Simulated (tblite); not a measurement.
## Geometry relaxation of C9H10 (part 2 of 2)

The same run, continued: C9H10, SMILES CC#C[C@@H]1C=C1C1CC1; GFN2-xTB geometry optimisation, gas phase (tblite 0.8.0). 

Geometry of the input (Å):
```
C  4.1736  0.6886  -0.0312
C  2.8414  0.0168  -0.0521
C  1.7846  -0.5486  -0.0679
C  0.4725  -1.2043  -0.1074
C  -0.2469  -1.2237  -1.3839
C  -0.7280  -0.3856  -0.4490
C  -1.7582  0.6379  -0.1027
C  -3.1880  0.1918  -0.3339
C  -2.6960  0.3915  1.0572
H  4.9797  -0.0738  -0.0795
H  4.2931  1.3223  -0.9334
H  4.2262  1.2799  0.9177
H  0.3352  -2.0860  0.6004
H  -0.3551  -1.6015  -2.4040
H  -1.4582  1.6664  -0.3830
H  -3.8199  0.9680  -0.8390
H  -3.3262  -0.8503  -0.6983
H  -2.3979  -0.4404  1.7095
H  -3.1418  1.2603  1.5881
```

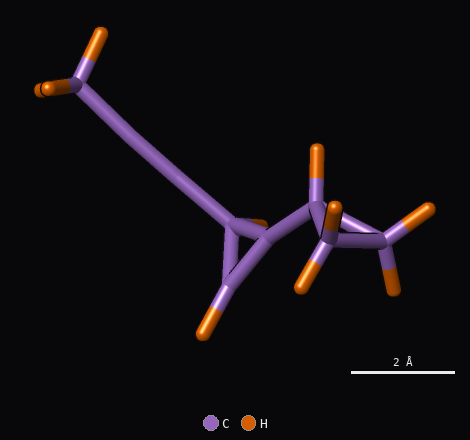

The geometry at step 126 of the log (stick view, seen at a tilt).

Trajectory as extended XYZ, continued
```
19
Properties=species:S:1:pos:R:3:forces:R:3 step=54 energy=-658.29127
C     4.1219    0.6931   -0.0124   -0.0020  -0.0030   0.0040
C     2.8206    0.0599   -0.0533   -0.0100  -0.0040  -0.0040
C     1.7482   -0.4789   -0.0802   -0.0020  -0.0120   0.0030
C     0.4758   -1.1365   -0.1008   -0.0050   0.0060   0.0110
C    -0.2829   -1.3088   -1.3953    0.0110  -0.0030   0.0130
C    -0.7617   -0.4083   -0.5897    0.0120  -0.0050  -0.0130
C    -1.7425    0.5886   -0.2010    0.0000  -0.0080   0.0120
C    -3.2039    0.2775   -0.3544   -0.0030   0.0040   0.0040
C    -2.5921    0.3318    1.0126   -0.0210   0.0020   0.0010
H     4.9038   -0.0664   -0.0257    0.0170   0.0030  -0.0100
H     4.2489    1.3465   -0.8754   -0.0020  -0.0010  -0.0050
H     4.2242    1.2855    0.8968   -0.0040   0.0130   0.0070
H     0.3680   -1.8922    0.6780    0.0130   0.0010  -0.0140
H    -0.2976   -1.8432   -2.3128   -0.0050   0.0050   0.0040
H    -1.4215    1.6115   -0.3697    0.0190  -0.0140   0.0000
H    -3.8696    1.0725   -0.6540   -0.0030  -0.0070  -0.0060
H    -3.4674   -0.6912   -0.7516   -0.0150   0.0170  -0.0040
H    -2.4477   -0.5976    1.5430   -0.0050   0.0050  -0.0080
H    -2.8343    1.1655    1.6538    0.0030   0.0000   0.0050
19
Properties=species:S:1:pos:R:3:forces:R:3 step=72 energy=-658.29519
C     4.1013    0.7322   -0.0244   -0.0240   0.0020  -0.0140
C     2.8271    0.0452   -0.0816   -0.0280  -0.0100   0.0100
C     1.7635   -0.5118   -0.1122   -0.0030  -0.0030   0.0050
C     0.4958   -1.1817   -0.1003    0.0150  -0.0050   0.0140
C    -0.3060   -1.3760   -1.3648    0.0260  -0.0050   0.0030
C    -0.7603   -0.4638   -0.5588    0.0350  -0.0210   0.0150
C    -1.7086    0.5600   -0.1658   -0.0160   0.0020  -0.0480
C    -3.1798    0.3448   -0.3800   -0.0090   0.0000   0.0130
C    -2.6149    0.3167    1.0079   -0.0170  -0.0010  -0.0070
H     4.9240    0.0167   -0.0324   -0.0270  -0.0170   0.0060
H     4.2062    1.3947   -0.8830    0.0010   0.0140  -0.0180
H     4.1594    1.3270    0.8879    0.0160  -0.0020  -0.0030
H     0.4160   -1.9288    0.6908    0.0040   0.0170  -0.0130
H    -0.3600   -1.9273   -2.2701    0.0110  -0.0110  -0.0150
H    -1.3267    1.5673   -0.2917    0.0210   0.0260   0.0300
H    -3.7816    1.1902   -0.6788    0.0010  -0.0280   0.0050
H    -3.4940   -0.5956   -0.8083    0.0060   0.0400  -0.0290
H    -2.5497   -0.6415    1.5007    0.0030   0.0100   0.0340
H    -2.8215    1.1411    1.6726   -0.0140  -0.0070   0.0130
19
Properties=species:S:1:pos:R:3:forces:R:3 step=90 energy=-658.30198
C     4.0305    0.8119   -0.0788   -0.0100  -0.0150  -0.0070
C     2.7877    0.0689   -0.1135    0.0070  -0.0130  -0.0110
C     1.7687   -0.5660   -0.1278   -0.0280  -0.0220   0.0140
C     0.5247   -1.2763   -0.0679    0.0210  -0.0100   0.0140
C    -0.3272   -1.4936   -1.2944    0.0110   0.0150   0.0000
C    -0.7560   -0.5759   -0.4801    0.0650   0.0030   0.0200
C    -1.6327    0.5029   -0.0758   -0.0140  -0.0030  -0.0100
C    -3.0886    0.4766   -0.4384   -0.0440  -0.0100   0.0100
C    -2.6737    0.2766    0.9873   -0.0450   0.0220  -0.0150
H     4.8782    0.1275   -0.0871    0.0200  -0.0240   0.0010
H     4.1061    1.4708   -0.9435   -0.0300   0.0050  -0.0060
H     4.0738    1.4128    0.8299    0.0130   0.0210  -0.0040
H     0.4907   -2.0187    0.7300    0.0020   0.0340   0.0120
H    -0.4156   -2.0617   -2.1861   -0.0010  -0.0110  -0.0220
H    -1.1250    1.4627   -0.0594   -0.0240   0.0100   0.0140
H    -3.5710    1.4031   -0.7098    0.0130   0.0090  -0.0080
H    -3.4553   -0.3817   -0.9810    0.0190   0.0060  -0.0110
H    -2.7696   -0.7089    1.4178    0.0240   0.0000  -0.0280
H    -2.8556    1.0783    1.6864    0.0000  -0.0170   0.0380
19
Properties=species:S:1:pos:R:3:forces:R:3 step=108 energy=-658.32114
C     3.9373    0.8687   -0.2310    0.0280   0.0140   0.0090
C     2.7669    0.0316   -0.0837   -0.0540  -0.0460  -0.0530
C     1.7951   -0.6695   -0.0061    0.0640   0.0390  -0.0080
C     0.5536   -1.3750    0.0964   -0.0290   0.0470   0.0060
C    -0.3201   -1.5658   -1.1207    0.0110   0.0360   0.0370
C    -0.7005   -0.6255   -0.3063   -0.0490  -0.0550  -0.0050
C    -1.5520    0.4667    0.1078   -0.0120   0.0310   0.0040
C    -2.8960    0.6701   -0.5345    0.0340  -0.0150   0.0030
C    -2.8173    0.1769    0.8746    0.0250   0.0230  -0.0210
H     4.8407    0.2635   -0.2970    0.0120  -0.0230  -0.0040
H     3.8397    1.4614   -1.1403    0.0390   0.0150  -0.0240
H     4.0281    1.5455    0.6183    0.0020   0.0010   0.0310
H     0.5088   -2.1036    0.9041    0.0130   0.0060   0.0050
H    -0.4371   -2.1236   -2.0154    0.0070  -0.0310  -0.0150
H    -0.9960    1.3482    0.4091    0.0050  -0.0010   0.0170
H    -3.2239    1.6817   -0.7124   -0.0240   0.0280   0.0000
H    -3.1969   -0.0307   -1.2970    0.0030  -0.0080  -0.0230
H    -3.0556   -0.8563    1.0638   -0.0540  -0.0750   0.0200
H    -3.0843    0.8449    1.6780   -0.0220   0.0130   0.0200
19
Properties=species:S:1:pos:R:3:forces:R:3 step=126 energy=-658.35405
C     3.9754    0.8598   -0.4076    0.0260   0.0150   0.0280
C     2.7904    0.0501   -0.2100    0.0790   0.0390  -0.0010
C     1.8098   -0.6044    0.0139    0.1030   0.0600   0.0520
C     0.5966   -1.3213    0.2575   -0.0290  -0.0080  -0.0750
C    -0.3370   -1.5998   -0.8983    0.0220   0.0100  -0.0070
C    -0.7082   -0.6458   -0.0928   -0.0780   0.0120  -0.0390
C    -1.6033    0.4061    0.3285   -0.1240   0.0330   0.0790
C    -2.7468    0.8156   -0.5675    0.0100  -0.1420   0.0950
C    -3.0312    0.0581    0.6940    0.0590   0.0950  -0.1660
H     4.8678    0.2336   -0.4789   -0.0840   0.0200  -0.0100
H     3.8837    1.4522   -1.3210   -0.0030  -0.0600   0.0780
H     4.0869    1.5333    0.4453    0.0550   0.0140  -0.0780
H     0.6452   -2.0046    1.1047   -0.0300  -0.0320  -0.0590
H    -0.4404   -2.1589   -1.7963   -0.0500  -0.0310   0.0970
H    -1.1238    1.1715    0.9331   -0.0440  -0.0340  -0.0830
H    -3.0103    1.8617   -0.6204    0.0240  -0.0290   0.0440
H    -2.8564    0.2912   -1.5074    0.0400   0.0290   0.0810
H    -3.3250   -0.9796    0.6106   -0.0170   0.0980   0.0140
H    -3.4834    0.5902    1.5204    0.0430  -0.0900  -0.0510
19
Properties=species:S:1:pos:R:3:forces:R:3 step=144 energy=-658.37994
C     4.0641    0.8322   -0.4800   -0.0090   0.0010   0.0020
C     2.8356    0.1151   -0.2059    0.0100   0.0050  -0.0030
C     1.8230   -0.4859    0.0277   -0.0030  -0.0040   0.0090
C     0.6214   -1.2124    0.3185    0.0080   0.0030   0.0080
C    -0.3423   -1.5796   -0.7836    0.0010  -0.0050   0.0030
C    -0.7310   -0.6163    0.0022    0.0040  -0.0030   0.0030
C    -1.6916    0.3717    0.4305   -0.0060  -0.0080   0.0120
C    -2.7202    0.8714   -0.5537    0.0060   0.0050   0.0060
C    -3.1437   -0.0310    0.5549    0.0020  -0.0030  -0.0010
H     4.8943    0.1314   -0.5733   -0.0070   0.0030   0.0000
H     3.9708    1.3925   -1.4104   -0.0060  -0.0020  -0.0030
H     4.2820    1.5298    0.3296   -0.0050  -0.0070  -0.0020
H     0.7181   -1.8759    1.1786    0.0030   0.0040   0.0010
H    -0.4843   -2.2234   -1.6149   -0.0040  -0.0020  -0.0130
H    -1.3134    1.0770    1.1616   -0.0020  -0.0040  -0.0080
H    -2.9939    1.9143   -0.5087   -0.0080   0.0040   0.0000
H    -2.6869    0.4674   -1.5537    0.0050  -0.0030   0.0000
H    -3.4004   -1.0518    0.3132    0.0070   0.0200  -0.0050
H    -3.7113    0.3827    1.3750    0.0060  -0.0040  -0.0080
19
Properties=species:S:1:pos:R:3:forces:R:3 step=162 energy=-658.38125
C     4.0492    0.8299   -0.5204   -0.0140  -0.0030   0.0040
C     2.8300    0.1117   -0.2118    0.0040   0.0200  -0.0010
C     1.8227   -0.4807    0.0622   -0.0110  -0.0220  -0.0070
C     0.6255   -1.2083    0.3670    0.0030   0.0010   0.0000
C    -0.3375   -1.5835   -0.7338   -0.0060  -0.0050   0.0130
C    -0.7288   -0.6190    0.0493    0.0050  -0.0080   0.0010
C    -1.7020    0.3602    0.4685   -0.0090  -0.0130   0.0040
C    -2.6779    0.8978   -0.5496    0.0120   0.0150  -0.0080
C    -3.1582   -0.0440    0.5013   -0.0050   0.0100  -0.0050
H     4.8780    0.1289   -0.6258    0.0020   0.0180   0.0110
H     3.9335    1.3799   -1.4546   -0.0070  -0.0040   0.0050
H     4.2791    1.5362    0.2783    0.0190  -0.0090  -0.0130
H     0.7266   -1.8665    1.2305    0.0040   0.0030  -0.0040
H    -0.4809   -2.2267   -1.5652    0.0090  -0.0120  -0.0110
H    -1.3583    1.0368    1.2414    0.0020   0.0090   0.0010
H    -2.9539    1.9393   -0.4823   -0.0050  -0.0120   0.0090
H    -2.5884    0.5317   -1.5608   -0.0030  -0.0080   0.0030
H    -3.3985   -1.0559    0.2111   -0.0020   0.0190  -0.0100
H    -3.7701    0.3414    1.3025    0.0020  -0.0020   0.0090
19
Properties=species:S:1:pos:R:3:forces:R:3 step=180 energy=-658.38428
C     3.9619    0.8754   -0.5865   -0.0010  -0.0010   0.0000
C     2.7803    0.1179   -0.2297    0.0060   0.0050   0.0020
C     1.8078   -0.5158    0.0762   -0.0060  -0.0040   0.0010
C     0.6356   -1.2629    0.4273    0.0000   0.0020   0.0000
C    -0.3460   -1.6821   -0.6404   -0.0020   0.0010   0.0000
C    -0.7345   -0.7018    0.1247    0.0010   0.0010   0.0010
C    -1.6929    0.2980    0.5287   -0.0030  -0.0070  -0.0020
C    -2.5413    0.9657   -0.5279    0.0000   0.0030  -0.0020
C    -3.1663   -0.0118    0.4072   -0.0010  -0.0030   0.0010
H     4.8131    0.2059   -0.7127    0.0010   0.0000  -0.0020
H     3.7927    1.4099   -1.5215    0.0000   0.0000   0.0010
H     4.1961    1.5988    0.1952   -0.0020  -0.0010  -0.0010
H     0.7685   -1.8947    1.3056    0.0000   0.0010   0.0000
H    -0.4949   -2.3503   -1.4513    0.0000  -0.0010  -0.0010
H    -1.3812    0.9058    1.3697    0.0020   0.0040   0.0020
H    -2.7607    2.0156   -0.4072    0.0010   0.0000   0.0010
H    -2.3860    0.6627   -1.5519    0.0020  -0.0010  -0.0020
H    -3.4385   -0.9822    0.0209    0.0000   0.0020   0.0010
H    -3.8234    0.3550    1.1811    0.0010  -0.0010   0.0000
```

Summary

| quantity | value |
| --- | --- |
| outcome | converged |
| total energy | −658.3843 eV |
| hardware | 1 CPU thread, shared host |
| wall time | 1.9 s |
| peak memory | 0.18 GiB |
